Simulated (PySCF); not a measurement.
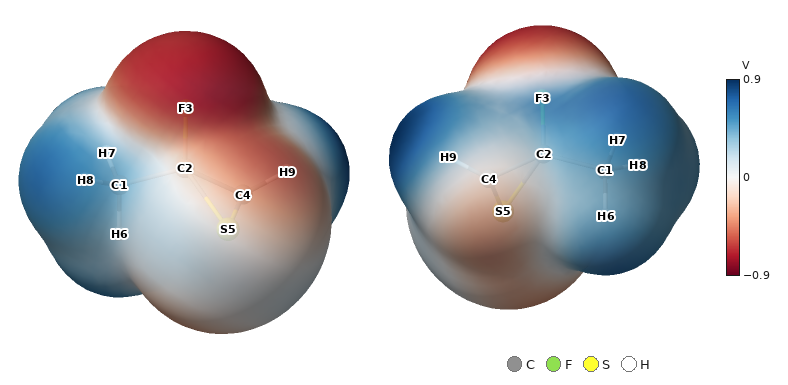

*C₃H₄FS, doublet, SMILES `CC1(F)[CH]S1`. Electrostatic potential on the surface of electron density 0.001 a.u. (back view left, front view right).*

Computed with PySCF, B3LYP/def2-SVPD, geometry: GFN2-xTB. No frequency check shows the geometry to be a minimum. The stability of the open-shell solution wasn't checked. GFN2-xTB bond lengths at metals and heavier atoms can be off by up to 0.1 Å and shapes distorted, which carries into these values. GFN2-xTB doesn't know the spin state, so this open-shell geometry is rough.

The calculation's input:

```python
import numpy as np
from pyscf import gto, scf, dft
from pyscf.scf import atom_ks, atom_hf
from scipy.linalg import block_diag

def solve(mol, dm0=None, hcore=None):
    mf = (dft.UKS if mol.spin else dft.RKS)(mol, xc='b3lyp')
    mf.grids.level = 3
    mf = mf.density_fit(auxbasis='def2-universal-jkfit')
    mf.conv_tol, mf.max_cycle = 1e-8, 80
    if hcore is not None:
        mf.get_hcore = lambda *args: hcore
    mf.kernel(dm0)
    if not mf.converged:
        mf = mf.newton().run(mf.mo_coeff, mf.mo_occ, max_cycle=30)
    assert mf.converged, 'SCF not converged'
    return mf

mol = gto.M(atom='''
C      1.42345    -1.04234     0.03210
C      0.45362     0.09535     0.13603
F      0.98992     1.25168    -0.36997
C     -0.58738     0.17915     1.12889
S     -1.29726    -0.23229    -0.38910
H      0.95683    -1.95882     0.38008
H      2.29228    -0.82118     0.65164
H      1.75315    -1.16616    -0.99772
H     -0.89358     1.00465     1.73916
''', basis='def2-svpd', charge=0, spin=1, verbose=4)
mf = solve(mol)
mf.analyze()
# spherically averaged free atoms, for the promolecule
atm = atom_ks.get_atm_nrks(mol, xc='b3lyp')
pro = block_diag(*[(atm[a[0]][2] * atm[a[0]][3]) @ atm[a[0]][2].T for a in mol._atom])
np.savez('result.npz', e=mf.e_tot, c=mf.mo_coeff, occ=mf.mo_occ, eps=mf.mo_energy, pro=pro, dip=mf.dip_moment(verbose=0), s2=mf.spin_square()[0])
```

Launched as:

```sh
OMP_NUM_THREADS=1 python input.py
```

The run took 34 s on 1 thread of Arm Neoverse V2, on a shared host, peak memory 0.55 GiB.

Partitions, critical points and surface values were worked out afterwards from this run's density.

### Where are the extremes of the potential on the surface?

Highest: 0.89 V, 1.3 Å from H9. Further maxima include 0.71 V, 1.3 Å from H7; 0.70 V, 1.3 Å from H6. Lowest: −0.78 V, 1.6 Å from F3. Further minima include −0.41 V, 2.0 Å from C4; −0.36 V, 2.3 Å from S5. The surface is sampled at points, so like sites can differ by a few per cent and only the strongest of them is named.

### What volume does the surface enclose, and what is the dipole moment?

About 108 Å³; the dipole moment is 1.2 D.
